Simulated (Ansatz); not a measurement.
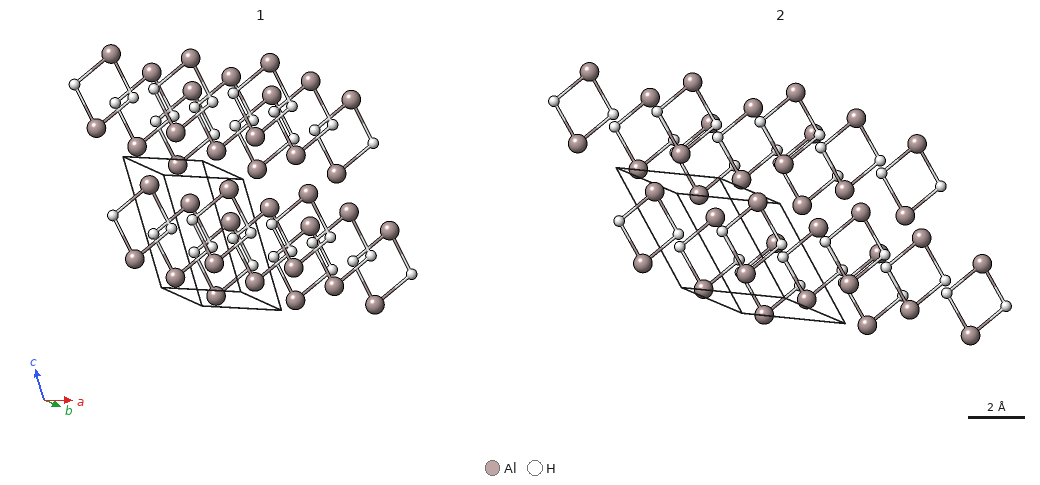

Two geometries of a crystal of AlH (built on the random type), drawn at one scale. One is the start of a relaxation, the other its converged end. A ball-and-stick model of the cell of the calculation, repeated 2 × 2 × 2 with one cell outlined, seen from a free direction.

Computed with DFT PBE, scalar-relativistic, plane waves, PAW in Ansatz. Set-up: plane-wave cutoff 420 eV; k-point mesh 16 × 16 × 10; occupations gaussian; smearing width 0.1 eV; no spin polarisation; cell and atoms relaxed; force threshold 0.01 eV/Å; at most 80 steps.

**Which one is relaxed?**

Structure 2 is the relaxed one. Case: random cell with space group C2/m (No. 12). The energy falls by 46.8 meV per atom in 15 accepted moves (19 points after the start). Largest force component: 0.14 eV/Å at the start, 0.00067 eV/Å at the end. Pressure: 0.18 GPa at the start and 0.01 GPa at the end. The line search rejected the trial step at point 8 of the run. At 3 points the geometry stayed and the basis and grid were re-selected for the new cell (energy shift of 11.7 meV per atom at most each time). The largest moves relative to the cell, 0.41 Å, are those of H atoms. Largest moves by element: H 0.41 Å, Al 0.16 Å. The drawn cell changes as follows: a = b 3.170 → 3.955 Å (+24.8 %), c 4.919 → 4.924 Å (+0.1 %), α 108.1° → 120.9°, β 108.1° → 120.9°, γ 86.6° → 73.8°; the volume changes by +27.2 %. Among the contacts that change: Al–H 1.816 → 1.755 Å, Al–H 1.761 → 1.755 Å. Bond angles that change, for instance: H–Al–H 78.5° → 81.4°, Al–H–Al 101.5° → 98.6°. The space group (tolerance 0.01 Å) goes from C2/m (No. 12) to Fmmm (No. 69). The run took 5.4 min on 1 thread of Arm Neoverse V2 (shared host), peak memory 0.63 GiB.
